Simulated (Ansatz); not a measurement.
# doublet [InPH6]+ at 3 levels

Aim: a comparison of 3 runs (U-r2SCAN/def2-SVP, UPBE/def2-SVP, UCCSD(T)/def2-SVP) of doublet [InPH6]+. 

The calculation is run with Ansatz 0.2.0.

50 further runs of the same task are left out: 3 that didn't finish, 47 set aside as unsound or not needed.

**1. The structure to begin with**

[InPH6]+: 8 atoms, total charge +1, spin state doublet. As SMILES of the parent species, `[PH3+][InH3-]`. The shape is that of a PBE0-D4/def2-TZVP optimisation. That shape belongs to the parent species and isn't relaxed for this state.

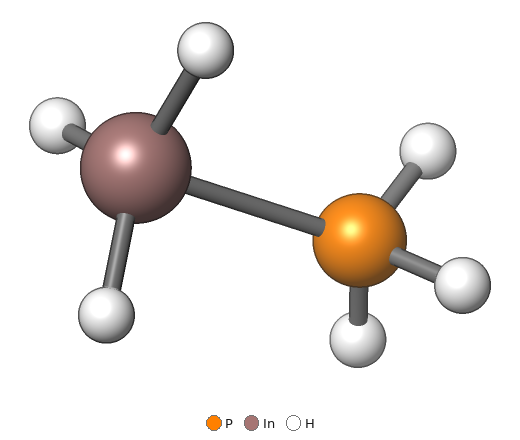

The structure, seen from a chosen angle (phosphorus orange, indium brown, hydrogen white).

**2. A single-point energy at U-r2SCAN/def2-SVP (core potential) (run 1)**

input.yaml reads:

```yaml
crystal:
  periodic: [false, false, false]
  atoms:
    - {symbol: P, position_ang: [-0.593300, 0.062600, -1.026600]}
    - {symbol: In, position_ang: [0.822000, -0.099900, 1.362800]}
    - {symbol: H, position_ang: [-1.997500, -0.077200, -1.021800]}
    - {symbol: H, position_ang: [-0.318900, -0.855700, -2.062100]}
    - {symbol: H, position_ang: [-0.526800, 1.240500, -1.800800]}
    - {symbol: H, position_ang: [0.023300, 1.240800, 2.111900]}
    - {symbol: H, position_ang: [2.376100, 0.140700, 0.638900]}
    - {symbol: H, position_ang: [0.307400, -1.708800, 1.741800]}
basis:
  gaussian:
    orbitals: def2-SVP
total_charge: 1
magnetization:
  spin_polarized: true
  initial_magnetization: 1
hamiltonian:
  xc: {name: r2SCAN}
accuracy: high
output: {orbitals: {seedname: orbitals}}
```

Command:

```console
$ ansatz run input.yaml --threads 1 --pin off --max-ram 3480MiB --events-out events.jsonl --progress --plain --runs-dir runs
```

The program printed:

```text
Warning: RAYON_NUM_THREADS=1 ignored (pool sized by the plan → 1); use --threads N
Functional definition: r2SCAN
  name "r2SCAN"
  parameter k0 = 0.174
  parameter k1 = 0.065
  parameter a1 = 4.9479
  exchange = r2scan_x(k0 = k0, k1 = k1, a1 = a1)
  correlation = r2scan_c
1767 factors; integrals over basis functions are off by at most 4.0e-9 eV
mean field evaluation 1: about -14545.7845 eV, gradient 1.6e1 eV
mean field evaluation 2: about -14541.3411 eV, gradient 2.4e1 eV
mean field evaluation 4: about -14546.6880 eV, gradient 8.8e0 eV
mean field evaluation 8: about -14547.6213 eV, gradient 1.5e0 eV
mean field evaluation 16: about -14547.6511 eV, gradient 7.1e-4 eV
mean field evaluation 32: about -14547.6510 eV, gradient 1.6e-2 eV
mean field evaluation 64: about -14547.2948 eV, gradient 2.4e0 eV
mean field -14547.65106630 eV, -534.6163159346 hartree, gradient 1.8e-8 eV, S^2 0.766592; 6 other end points of the search recorded, 0 dependent functions left out
reference -14547.65107057 eV, -534.6163160913 hartree; 21, 20 occupied and 53, 54 virtual orbitals, 1767 factors
Total energy: -14547.65107057 eV, -534.6163160913 hartree
```

It took 43 s on 1 thread of Intel Xeon Platinum 8488C (Sapphire Rapids), shared host; peak memory 0.44 GiB.

**3. The energy at UPBE/def2-SVP (core potential) (run 2)**

in.yaml reads:

```yaml
crystal:
  periodic: [false, false, false]
  atoms:
    - {symbol: P, position_ang: [-0.593300, 0.062600, -1.026600]}
    - {symbol: In, position_ang: [0.822000, -0.099900, 1.362800]}
    - {symbol: H, position_ang: [-1.997500, -0.077200, -1.021800]}
    - {symbol: H, position_ang: [-0.318900, -0.855700, -2.062100]}
    - {symbol: H, position_ang: [-0.526800, 1.240500, -1.800800]}
    - {symbol: H, position_ang: [0.023300, 1.240800, 2.111900]}
    - {symbol: H, position_ang: [2.376100, 0.140700, 0.638900]}
    - {symbol: H, position_ang: [0.307400, -1.708800, 1.741800]}
basis:
  gaussian:
    orbitals: def2-SVP
output: {orbitals: {seedname: orbitals}}
total_charge: 1
accuracy: high
hamiltonian:
  xc: pbe
magnetization:
  spin_polarized: true
  initial_magnetization: 1
```

Command:

```console
$ ansatz run in.yaml --threads 1 --pin off --max-ram 3480MiB --events-out events.jsonl --progress --plain --runs-dir runs
```

The program printed:

```text
Warning: RAYON_NUM_THREADS=1 ignored (pool sized by the plan → 1); use --threads N
Functional definition: PBE
  name "PBE"
  parameter kappa = 0.804
  parameter beta = 0.06672455060314922
  exchange = pbe_x(kappa = kappa, mu = beta*pi^2/3)
  correlation = pbe_c(beta = beta)
1767 factors; integrals over basis functions are off by at most 4.0e-9 eV
mean field evaluation 1: about -14539.4138 eV, gradient 1.8e1 eV
mean field evaluation 2: about -14533.8639 eV, gradient 2.8e1 eV
mean field evaluation 4: about -14540.7485 eV, gradient 9.2e0 eV
mean field evaluation 8: about -14541.3771 eV, gradient 5.9e0 eV
mean field evaluation 16: about -14541.8213 eV, gradient 3.2e-4 eV
mean field evaluation 32: about -14541.8209 eV, gradient 1.6e-2 eV
mean field evaluation 64: about -14541.1504 eV, gradient 2.4e0 eV
mean field -14541.82125120 eV, -534.4020741811 hartree, gradient 2.3e-8 eV, S^2 0.757602; 6 other end points of the search recorded, 0 dependent functions left out
reference -14541.82125589 eV, -534.4020743534 hartree; 21, 20 occupied and 53, 54 virtual orbitals, 1767 factors
Total energy: -14541.82125589 eV, -534.4020743534 hartree
```

Wall time 22 s (1 thread of Intel Xeon Platinum 8488C (Sapphire Rapids), shared host); peak memory 0.28 GiB.

**4. The energy at UCCSD(T)/def2-SVP (core potential) (run 3)**

job.yaml reads:

```yaml
crystal:
  periodic: [false, false, false]
  atoms:
    - {symbol: P, position_ang: [-0.593300, 0.062600, -1.026600]}
    - {symbol: In, position_ang: [0.822000, -0.099900, 1.362800]}
    - {symbol: H, position_ang: [-1.997500, -0.077200, -1.021800]}
    - {symbol: H, position_ang: [-0.318900, -0.855700, -2.062100]}
    - {symbol: H, position_ang: [-0.526800, 1.240500, -1.800800]}
    - {symbol: H, position_ang: [0.023300, 1.240800, 2.111900]}
    - {symbol: H, position_ang: [2.376100, 0.140700, 0.638900]}
    - {symbol: H, position_ang: [0.307400, -1.708800, 1.741800]}
basis:
  gaussian: {orbitals: def2-SVP}
total_charge: 1
magnetization: {spin_polarized: true, initial_magnetization: 1}
correlation: {method: ccsd_t, frozen_orbitals: {H: 0, In: 4, P: 5}}
accuracy: high
scf: {omitted_lower_state_checks: [cluster_reference, increment]}
```

Command:

```console
$ ansatz run job.yaml --threads 1 --pin off --max-ram 3480MiB --events-out events.jsonl --progress --plain --runs-dir runs
```

The program printed (excerpt; [...] marks lines left out):

```text
Warning: RAYON_NUM_THREADS=1 ignored (pool sized by the plan → 1); use --threads N
Functional definition: HF
  name "HF"
[...]
1767 factors; integrals over basis functions are off by at most 4.0e-9 eV
[...]
mean field -14502.10438422 eV, -532.9425062408 hartree, gradient 2.1e-8 eV, S^2 0.773865; 5 other end points of the search recorded, 0 dependent functions left out
9 core orbitals not correlated: weight in the atoms' cores, before any rotation towards them, 1.000 or more for the frozen orbitals, at most 0.000 for the correlated occupied ones
reference -14502.10438422 eV, -532.9425062408 hartree; 12, 11 occupied and 53, 54 virtual orbitals, 1767 factors
second order -6.00047281 eV of doubles, -0.00000000 eV of singles
cycle   1  -6.87296836 eV  change   -8.7e-1 eV  update   8.4e-2
[...]
cycle  34  -7.33795665 eV  change   8.6e-10 eV  update  9.6e-10
perturbative correction -0.21407365 eV, -0.0078670616 hartree
Total energy: -14509.65641452 eV, -533.2200382353 hartree
Checks for a lower state left out: cluster_reference, increment
```

It took 36 s on 1 thread of Intel Xeon Platinum 8488C (Sapphire Rapids), shared host; peak memory 0.62 GiB.

**5. All runs side by side**

```tsv
run	level	frozen core orbitals	energy (Eh)	HOMO energy (eV)	⟨S²⟩	wall time
1	U-r2SCAN/def2-SVP (core potential)	–	-534.616316	-12.46	0.767	43 s
2	UPBE/def2-SVP (core potential)	–	-534.402074	-12.25	0.758	22 s
3	UCCSD(T)/def2-SVP (core potential)	9	-533.220038	–	0.774	36 s
```

**6. Results**

```
                                          quantity          value
                               run 3: total energy  -533.22004 Eh
run 3: correlation energy (9 core orbitals frozen)     -277.5 mEh
                             run 3: (T) correction      -7.87 mEh
          run 3: ⟨S²⟩ of the reference determinant          0.774
                              run 3: T1 diagnostic          0.026
```

What this shows: Totals of different functionals can't be ranked against each other. All runs together took 1.7 min, the longest 43 s.
